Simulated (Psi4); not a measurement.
# MP3/aug-cc-pVTZ run of H2S (hydrogen sulfide)

Aim: the vertical singlet–triplet gap of H2S (hydrogen sulfide) at MP3/aug-cc-pVTZ, from 2 runs. 

The calculation is run with Psi4 1.11.

### 1 The system as given

H2S: 3 atoms, total charge 0, spin state singlet. SMILES: `S`. The shape is that of a PBE0-D4/def2-TZVP optimisation.

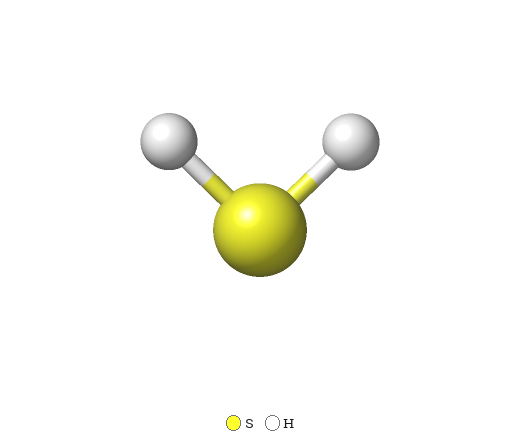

The structure, seen from a chosen angle (sulfur yellow, hydrogen white).

### 2 A single-point energy at MP3/aug-cc-pVTZ

File h2s.json:

```json
{
  "schema_name": "qcschema_input",
  "schema_version": 1,
  "molecule": {
    "schema_name": "qcschema_molecule",
    "schema_version": 2,
    "symbols": ["S", "H", "H"],
    "geometry": [0.93635929, -0.53025715, 0.4609042, 0.18500419, 1.88537975, 0.30689152, -1.12136348, -1.3551226, -0.76779572],
    "molecular_charge": 0,
    "molecular_multiplicity": 1,
    "fix_symmetry": "c1"
  },
  "driver": "energy",
  "model": {
    "method": "mp3",
    "basis": "aug-cc-pVTZ"
  },
  "keywords": {
    "reference": "rhf",
    "puream": true,
    "e_convergence": 1e-09,
    "d_convergence": 1e-08,
    "scf_type": "pk",
    "num_frozen_docc": 5,
    "mp_type": "conv"
  }
}
```

Started as:

```console
psi4 --qcschema h2s.json -n 1 --memory 1600MB
```

stdout:

```text
[...]
  Running in c1 symmetry.
[...]
  Nuclear repulsion =   12.899079527231992
[...]
  Multiplicity = 1
[...]
  Nalpha       = 9
  Nbeta        = 9
[...]
    Number of basis functions: 96
[...]
   @RHF iter   1:  -398.67932702879784   -2.64811e-01   2.23923e-03 ADIIS/DIIS
[...]
   @RHF iter  10:  -398.71378913273969   -3.24007e-12   2.04145e-09 DIIS
[...]
    Orbital Energies [Eh]
    ---------------------
    Doubly Occupied:
       1A    -91.967428     2A     -8.969399     3A     -6.650676
       4A     -6.649907     5A     -6.648624     6A     -0.981172
       7A     -0.588736     8A     -0.501288     9A     -0.385458
[...]
  @RHF Final Energy:  -398.71378913273969
   => Energetics <=
    Nuclear Repulsion Energy =             12.8990795272319918
    One-Electron Energy =                -576.5403594540274526
    Two-Electron Energy =                 164.9274907940558705
    Total Energy =                       -398.7137891327396346
[...]
 Multipole Moments:
 ------------------------------------------------------------------------------------
     Multipole            Electronic (a.u.)      Nuclear  (a.u.)        Total (a.u.)
 ------------------------------------------------------------------------------------
 L = 1.  Multiply by 2.5417464519 to convert [e a0] to [Debye]
 Dipole X            :          1.0758290           -1.4581145           -0.3822855
 Dipole Y            :         -0.5496832            0.7450325            0.1953492
 Dipole Z            :         -0.0000000            0.0000000           -0.0000000
 Magnitude           :                                                    0.4293059
[...]
	SCS-MP2 Total Energy (a.u.)        :  -398.91310964583107
	SOS-MP2 Total Energy (a.u.)        :  -398.91526796144569
[...]
	SOS-PI-MP2 Total Energy (a.u.)     :  -398.93076633288462
[...]
	MP2 Total Energy (a.u.)            :  -398.90879301460183
[...]
	SCS-MP3 Total Energy (a.u.)        :  -398.91882547787992
[...]
	MP3 Total Energy (a.u.)            :  -398.93165634279717
[...]
```

The result, in JSON:

```text
{
 "driver": "energy",
 "model": {
  "method": "mp3",
  "basis": "aug-cc-pVTZ"
 },
 "success": true,
 "return_result": -398.93165634279717,
 "properties": {
  "calcinfo_nbasis": 96,
  "calcinfo_nmo": 96,
  "calcinfo_nalpha": 9,
  "calcinfo_nbeta": 9,
  "calcinfo_natom": 3,
  "nuclear_repulsion_energy": 12.899079527231992,
  "return_energy": -398.93165634279717,
  "scf_one_electron_energy": -576.5403594540275,
  "scf_two_electron_energy": 164.92749079405587,
  "scf_dipole_moment": [-0.3822855253575079, 0.19534923839033191, -6.157841359589378e-16],
  "scf_total_energy": -398.7137891327397,
  "scf_iterations": 10,
  "mp2_same_spin_correlation_energy": -0.0400201674728941,
  "mp2_opposite_spin_correlation_energy": -0.15498371438921318,
  "mp2_singles_energy": 0.0,
  "mp2_doubles_energy": -0.1950038818621073,
  "mp2_correlation_energy": -0.19500388186213513,
  "mp2_total_energy": -398.9087930146018
 }
}
```

Wall time 13 s (1 thread of Intel Xeon Platinum 8375C at 2.90GHz (Ice Lake), shared host); peak memory 1.1 GiB.

### 3 The triplet at the same level

File h2s.inp:

```
memory 1600 MB

molecule {
  0 3
  S
  H 1 1.341186
  H 1 1.341266 2 92.29514
  units angstrom
  symmetry c1
}

set {
  basis aug-cc-pVTZ
  reference uhf
  puream true
  e_convergence 1e-09
  d_convergence 1e-08
  scf_type pk
  num_frozen_docc 5
  maxiter 200
  mp_type conv
}

energy("mp3")
print_variables()
```

Started as:

```console
psi4 -i h2s.inp -o h2s.out -n 1
```

h2s.out:

```text
[...]
  Running in c1 symmetry.
[...]
  Nuclear repulsion =   12.899079526701611
[...]
  Multiplicity = 3
[...]
  Nalpha       = 10
  Nbeta        = 8
[...]
    Number of basis functions: 96
[...]
   @UHF iter   1:  -398.48692570212688   -7.24095e-02   1.83317e-03 ADIIS/DIIS
[...]
   @UHF iter  20:  -398.52125293422756    1.39153e-10   5.38872e-09 DIIS
[...]
   @S^2 Observed:                2.015070903E+00
[...]
    Orbital Energies [Eh]
    ---------------------
    Alpha Occupied:
       1A    -92.124815     2A     -9.128079     3A     -6.821117
       4A     -6.802512     5A     -6.801985     6A     -1.150423
       7A     -0.696826     8A     -0.628975     9A     -0.591505
      10A     -0.150630
    Alpha Virtual:
      11A      0.029026    12A      0.055159    13A      0.058892
      14A      0.059458    15A      0.075192    16A      0.118125
      17A      0.141044    18A      0.166298    19A      0.175898
      20A      0.179064    21A      0.259397    22A      0.283751
      23A      0.310702    24A      0.319898    25A      0.328048
[...]
  @UHF Final Energy:  -398.52125293422756
   => Energetics <=
    Nuclear Repulsion Energy =             12.8990795267016107
    One-Electron Energy =                -574.0393083119483890
    Two-Electron Energy =                 162.6189758510192291
    Total Energy =                       -398.5212529342275616
  UHF NO Occupations:
  HONO-2 :    8  A 1.9936435
  HONO-1 :    9  A 1.0000000
[...]
 Multipole Moments:
 ------------------------------------------------------------------------------------
     Multipole            Electronic (a.u.)      Nuclear  (a.u.)        Total (a.u.)
 ------------------------------------------------------------------------------------
 L = 1.  Multiply by 2.5417464519 to convert [e a0] to [Debye]
 Dipole X            :          1.6862907           -1.1808282            0.5054625
 Dipole Y            :          1.6428039           -1.1343791            0.5084248
 Dipole Z            :         -0.0000000            0.0000000           -0.0000000
 Magnitude           :                                                    0.7169297
[...]
	SCS-MP2 Total Energy (a.u.)        :  -398.69201481121399
	SOS-MP2 Total Energy (a.u.)        :  -398.69256298158473
[...]
	SOS-PI-MP2 Total Energy (a.u.)     :  -398.70574067753529
[...]
	MP2 Total Energy (a.u.)            :  -398.69091847047252
[...]
	SCS-MP3 Total Energy (a.u.)        :  -398.69784593276825
[...]
	MP3 Total Energy (a.u.)            :  -398.71424295668947
[...]
```

It took 25 s on 1 thread of Intel Xeon Platinum 8375C at 2.90GHz (Ice Lake), shared host; peak memory 1.1 GiB.

### 4 What came out

Level: MP3/aug-cc-pVTZ, 5 core orbitals frozen.

```
                                                           quantity          value
                                              singlet: total energy  -398.93166 Eh
                       singlet: HOMO energy (Hartree–Fock orbitals)      -10.49 eV
                       singlet: LUMO energy (Hartree–Fock orbitals)        0.78 eV
                     singlet: HOMO–LUMO gap (Hartree–Fock orbitals)       11.27 eV
               singlet: correlation energy (5 core orbitals frozen)     -217.9 mEh
                                              triplet: total energy  -398.71424 Eh
triplet: HOMO energy (Hartree–Fock orbitals) (highest over α and β)       -4.10 eV
 triplet: LUMO energy (Hartree–Fock orbitals) (lowest over α and β)       -2.32 eV
               triplet: correlation energy (5 core orbitals frozen)     -193.0 mEh
                         triplet: ⟨S²⟩ of the reference determinant          2.015
                   vertical energy of the triplet above the singlet       5.916 eV
```

At this shape the triplet lies 5.92 eV (136 kcal/mol) above the singlet.
